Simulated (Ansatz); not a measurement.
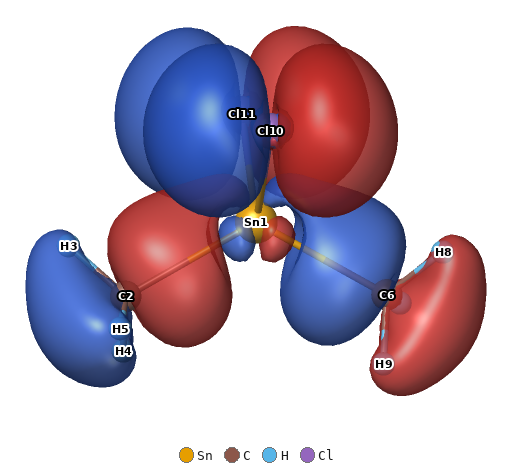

Figure 1: C₂H₆Cl₂Sn. One frontier orbital at ±0.06 Å⁻³ᐟ² (red and blue are the two phases), seen across its widest extent.

Core potentials replace the inner electrons of Sn.

All numbers below come from RKS PBE-D4/def2-SVP (Ansatz).

The calculation's input:

```
crystal:
  periodic: [false, false, false]
  atoms:
    - { symbol: Sn, position_ang: [0.0, 0.0, 0.0] }
    - { symbol: C, position_ang: [0.0, 0.0, 2.15] }
    - { symbol: H, position_ang: [-0.9996, -0.3092, 2.5205] }
    - { symbol: H, position_ang: [0.7676, -0.7111, 2.5205] }
    - { symbol: H, position_ang: [0.232, 1.0203, 2.5205] }
    - { symbol: C, position_ang: [2.0274, 0.0, -0.716] }
    - { symbol: H, position_ang: [2.3751, -1.0463, -0.8441] }
    - { symbol: H, position_ang: [2.076, 0.5276, -1.6913] }
    - { symbol: H, position_ang: [2.6794, 0.5187, 0.0175] }
    - { symbol: Cl, position_ang: [-1.1351, 1.9666, -0.8025] }
    - { symbol: Cl, position_ang: [-1.1351, -1.9666, -0.8025] }
basis:
  gaussian: { orbitals: def2-SVP }
hamiltonian:
  xc: pbe
  dispersion: d4
relax:
  f_tol: 0.02
  max_steps: 40
output:
  orbitals: {}
```

Launched as:

```sh
ansatz run input.yaml --threads 2 --pin off --max-ram 3072MiB --backend cpu --events-out ev --progress --plain --runs-dir out
```

The fields are those of the run's last geometry, not of the input's.

### Which orbital is it: HOMO or LUMO?

The HOMO, at −6.82 eV. Its weight (Hirshfeld) is mainly on Cl11 (about 30 %), Cl10 (about 30 %), C2 (about 10 %), C6 (about 10 %) and Sn1 (about 10 %).
